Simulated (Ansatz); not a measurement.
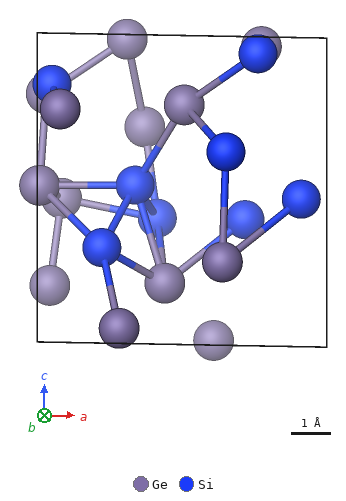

Starting frame of a dynamics run of an amorphous cell of composition Si8Ge13 (21 atoms in the cell). Style: ball-and-stick. Shown: the simulation cell, along the b axis. Bonds to atoms that aren't drawn are left out.

The calculation used DFT PBE, scalar-relativistic, plane waves, PAW (Ansatz).

Input
```yaml
crystal:
  lattice:
    - [7.560165, 0.189652, -0.066185]
    - [0.189652, 7.81616, 0.119619]
    - [-0.066185, 0.119619, 8.062796]
  atoms:
    - { symbol: Ge, position: [0.5036407724, 0.3821343903, 0.7714020468] }
    - { symbol: Ge, position: [0.4364530527, 0.5456114774, 0.1936078972] }
    - { symbol: Ge, position: [0.0752334484, 0.0629133513, 0.7509795087] }
    - { symbol: Ge, position: [0.0269398122, 0.7309737338, 0.8000795905] }
    - { symbol: Ge, position: [0.6354115544, 0.0933172375, 0.2653554562] }
    - { symbol: Ge, position: [0.0804027071, 0.9167184542, 0.4624288087] }
    - { symbol: Ge, position: [0.7701502471, 0.545303564, 0.9647936512] }
    - { symbol: Ge, position: [0.0394384446, 0.8355228194, 0.1795861242] }
    - { symbol: Ge, position: [0.6050558826, 0.867966472, 0.0110351269] }
    - { symbol: Ge, position: [0.2787241461, 0.1318206997, 0.0447193407] }
    - { symbol: Ge, position: [0.0040482536, 0.6070377818, 0.502657685] }
    - { symbol: Ge, position: [0.3066314451, 0.7603944225, 0.980626987] }
    - { symbol: Ge, position: [0.3674870678, 0.9264798567, 0.697765514] }
    - { symbol: Si, position: [0.3342866029, 0.5592609368, 0.5090368197] }
    - { symbol: Si, position: [0.0469403216, 0.3568764934, 0.8304269673] }
    - { symbol: Si, position: [0.6475425315, 0.0431776326, 0.6218485531] }
    - { symbol: Si, position: [0.2190305513, 0.3515302552, 0.3050652368] }
    - { symbol: Si, position: [0.9077095112, 0.2505157443, 0.4733531832] }
    - { symbol: Si, position: [0.7584403429, 0.1733307087, 0.9411015015] }
    - { symbol: Si, position: [0.713388818, 0.6236742374, 0.4038730069] }
    - { symbol: Si, position: [0.4106601165, 0.8761803448, 0.4034378062] }
  symmetry: { detect: false }
basis:
  ecutwfc: 420
  xc_grid: 1
kpoints:
  mp_grid: { grid: [1, 1, 1], shift: [0.25, 0.25, 0.25] }
hamiltonian:
  xc: pbe
scf:
  occupations: { method: fermi_dirac, width: 0.2585 }
  lower_state_search: "off"
  convergence: { dr2_threshold: 1.0e-05 }
output:
  forces: true
  stress: true
md:
  timestep: 3.0
  n_steps: 137
  ensemble: nvt_langevin
  friction: 0.005
  temperature: 3000.0
  initial_velocities: maxwell_boltzmann
  seed: 87722
```

Command:
```bash
ansatz run input.yaml --threads 2 --pin off --max-ram 5120MiB --backend cpu --events-out ev --progress --plain --runs-dir out
```

Question: What does the trajectory do?

Answer: Over the second half the temperature averages 2664 K (spread ±366 K). The potential energy in the second half lies on average 11.9 meV per atom above the first frame. The mean pressure there is 2.1 GPa. In the second half of the run the atoms are, in the root-mean-square, this far from where they began (common drift taken out): Si 2.08 Å, Ge 2.00 Å. That is a large part of the typical shortest distance between atoms in the first frame, about 2.5 Å and still growing: the atoms leave their places as in a liquid. Bond changes: one Si–Si contact opens and closes in turn; 4 Si–Si bonds form between 186 fs and 408 fs; 3 Si–Si bonds break between 291 fs and 390 fs.

Along the run (each row but the first and the last is the mean over the interval that it begins):

```tsv
time (fs)	potential energy (meV/atom)	T (K)	p (GPa)
0.0	0.0	2857	-0.5
39.0	-12.6	2825	1.0
78.0	-1.7	3183	1.3
117.0	-28.7	3269	1.2
156.0	-34.7	3273	1.4
195.0	-9.1	3508	3.1
234.0	40.9	2778	3.8
273.0	2.4	2433	1.4
312.0	16.0	2354	2.2
351.0	-6.9	2618	0.7
390.0	4.9	2689	0.7
```

The paths of the atoms:

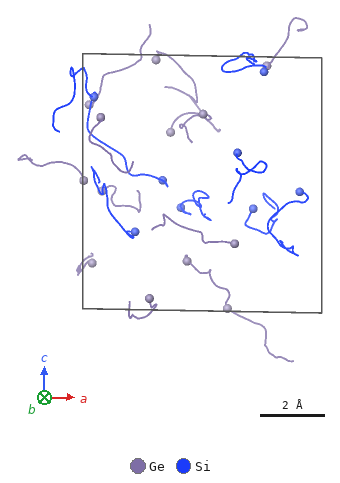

Limits of the set-up: the periodic images lie only 7.6 Å apart, so the values are limited by the cell's size.
